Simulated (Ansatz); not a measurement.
The calculation's input:

```
crystal:
  lattice:
    - [1.6011740822, 0.9244382874, 15.705339773]
    - [-1.6011740822, 0.9244382874, 15.705339773]
    - [0.0, -1.8488765748, 15.705339773]
  atoms:
    - { symbol: Hf, position: [0.226016327, 0.226016327, 0.226016327] }
    - { symbol: Hf, position: [0.773983673, 0.773983673, 0.773983673] }
    - { symbol: Hf, position: [0.6105298842, 0.6105298842, 0.6105298842] }
    - { symbol: Hf, position: [0.0, 0.0, 0.0] }
    - { symbol: Hf, position: [0.3894701158, 0.3894701158, 0.3894701158] }
    - { symbol: F, position: [0.8642286559, 0.8642286559, 0.8642286559] }
    - { symbol: F, position: [0.1357713441, 0.1357713441, 0.1357713441] }
basis:
  ecutwfc: 420
kpoints:
  mp_grid: { grid: [12, 12, 12] }
  band_path:
    path:
      - [[0.0, 0.0, 0.0], [0.5, 0.5, 0.5], [0.83102356, 0.16897644, 0.5]]
      - [[0.5, -0.16897644, 0.16897644], [0.5, 0.0, 0.0], [0.0, 0.0, 0.0], [0.33448822, -0.33448822, 0.0]]
      - [[0.66551178, 0.0, 0.33448822], [0.5, 0.0, 0.5], [0.0, 0.0, 0.0]]
    npoints: 14
hamiltonian:
  xc: pbe
scf:
  occupations: { method: gaussian, width: 0.1 }
  n_extra_bands: 17
output:
  forces: true
  stress: true
  eigenvalues: true
  populations: true
  dos: { projected: true, de: 0.02, nscf_kmesh: { grid: [15, 15, 15] } }
  bader: true
  write_density: true
  write_potential: true
  elf: true
  volumetric_format: npy
```

Launched as:

```sh
ansatz run input.yaml --threads 1 --pin off --max-ram 2560MiB --backend cpu --events-out ev --progress --plain --runs-dir out
```

Below, planes, directions and counts refer to the conventional cell (a = 3.20 Å, b = 3.20 Å, c = 47.12 Å, α = 90.00°, β = 90.00°, γ = 120.00°).

Space group R-3m; a generated structure, not necessarily the stable one.

Level of theory: DFT PBE, scalar-relativistic, plane waves, PAW in Ansatz.

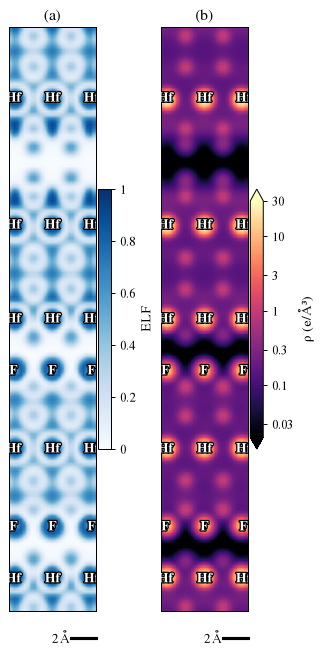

Hf$_{5}$F$_{2}$. (a) electron localisation function; (b) valence electron density on the (100) plane of the conventional cell.

Core electrons are frozen (PAW), and the valence fields are smoothed inside the atomic spheres.

### What do the fields say about this system?

The section cuts through Hf and F sites. Atoms just off the plane (Hf, 0.9 Å away and F, 0.9 Å away) can leave unmarked features too. Hf–Hf (3.20 Å): ρ is about 0.19 e/Å³ halfway; the ELF is about 0.30 at the midpoint (no localised pair shows between them). Between the atoms the lowest density in this plane is 0.003 e/Å³. The ELF has a maximum of about 0.90 in the space between the atoms, 1.9 Å from four Hf atoms, on no atom or two-centre bond. The features right at Hf lie inside the PAW spheres, where the map follows smoothed inner orbitals and isn't to be read closely.
